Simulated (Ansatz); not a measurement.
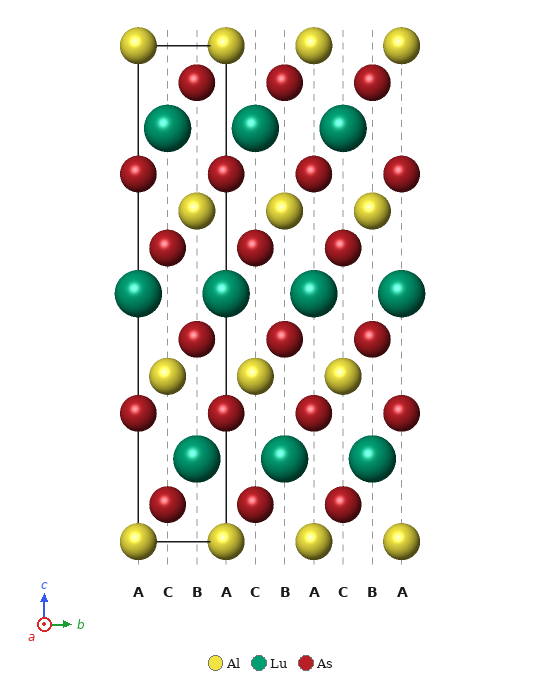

The picture looks along a close-packed row of the hexagonal mesh; c points upwards. The dashed lines mark the three columns A (0, 0), B (1/3, 2/3) and C (2/3, 1/3). The sequence starts with the first layer at or above the cell's origin.

System LuAlAs₂; source of the atomic positions: the end point of a relaxation with DFT, PBE, plane waves, PAW in Ansatz; the starting structure was generated, so it need not be a known form of this composition.

> Read off the stacking sequence over one period.

Al(A) – As(C) – Lu(B) – As(A) – Al(C) – As(B) – Lu(A) – As(C) – Al(B) – As(A) – Lu(C) – As(B) (twelve layers in 19.08 Å).

> How are the As layers alone stacked?

As layers alone: CABCAB, the cubic close-packed type.

> Which positions between or in the As layers do the other atoms fill?

Lu: three octahedral sites; Al: three octahedral sites in each hexagonal cell.

Heights of the layers:

```tsv
layer	atoms (column)	height (Å)	to next (Å)
1	Al(A)	0.00	1.42
2	As(C)	1.42	1.76
3	Lu(B)	3.18	1.76
4	As(A)	4.94	1.42
5	Al(C)	6.36	1.42
6	As(B)	7.78	1.76
7	Lu(A)	9.54	1.76
8	As(C)	11.30	1.42
9	Al(B)	12.72	1.42
10	As(A)	14.14	1.76
11	Lu(C)	15.90	1.76
12	As(B)	17.65	1.42
```
